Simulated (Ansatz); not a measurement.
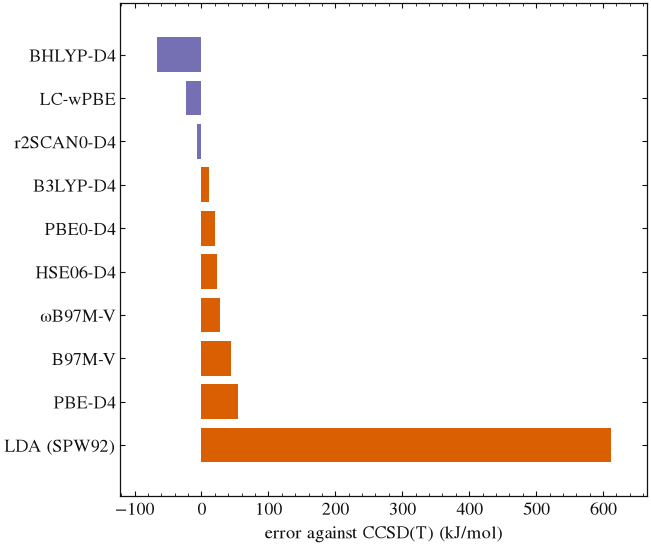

Error in the electronic atomisation energy (method less reference, so positive means overbinding) of C₂H₉BSSi, SMILES CCBS[SiH3]: functionals in def2-TZVPP against frozen-core CCSD(T) at the limit (MP2 extrapolated from triple and quadruple zeta, plus CCSD(T) less MP2 in a smaller set), which gives 5002.8 kJ/mol, at a PBE0-D4/def2-TZVP geometry (a minimum by its frequencies), no zero-point or spin-orbit term, the Ansatz code 0.2.0. The reference leaves out core correlation, a term that grows with the number of heavy atoms. No dispersion term is added to LC-wPBE.

Question: Which of these levels overbind, and which underbind?

Answer: Overbind: ωB97M-V, B97M-V, PBE-D4 and LDA (SPW92). Underbind: BHLYP-D4. Within 25 kJ/mol of zero, too close to call in view of what the reference leaves out: LC-wPBE, r2SCAN0-D4, B3LYP-D4, PBE0-D4 and HSE06-D4.

Question: Give the values.

Answer:
| level | kJ/mol |
| --- | --- |
| BHLYP-D4 | −67.0 |
| LC-wPBE | −23.1 |
| r2SCAN0-D4 | −6.0 |
| B3LYP-D4 | 11.5 |
| PBE0-D4 | 20.4 |
| HSE06-D4 | 23.0 |
| ωB97M-V | 28.3 |
| B97M-V | 43.8 |
| PBE-D4 | 54.3 |
| LDA (SPW92) | 611.5 |

Limits of at least one run: one conformer of a flexible molecule.
